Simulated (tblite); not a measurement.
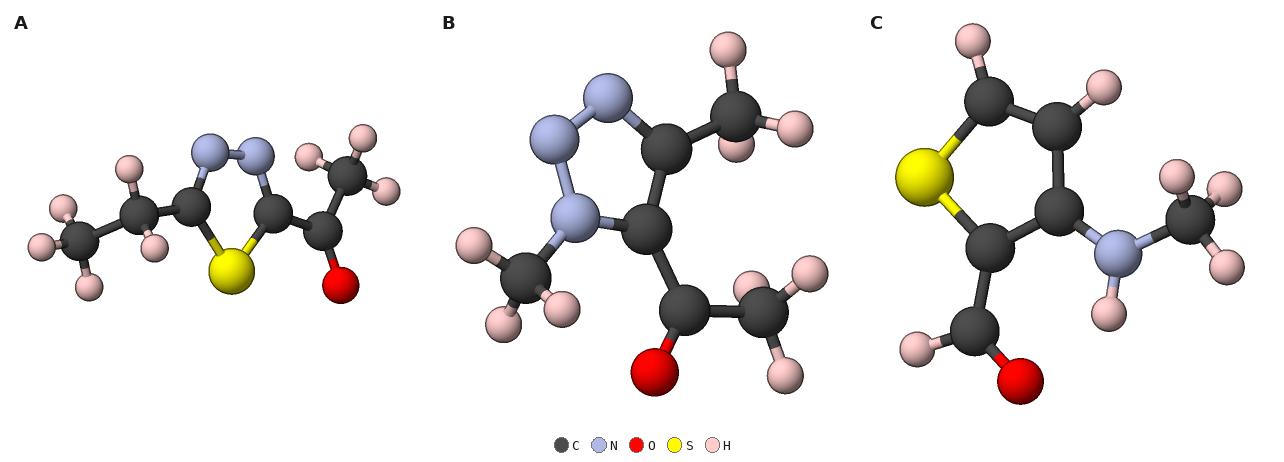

Figure made from data computed with tblite.

**Which panel belongs to which SMILES?**
(1) CNc1ccsc1C=O
(2) CC(=O)c1c(C)nnn1C
(3) CCc1nnc(C(C)=O)s1

A is (3), B is (2), C is (1).
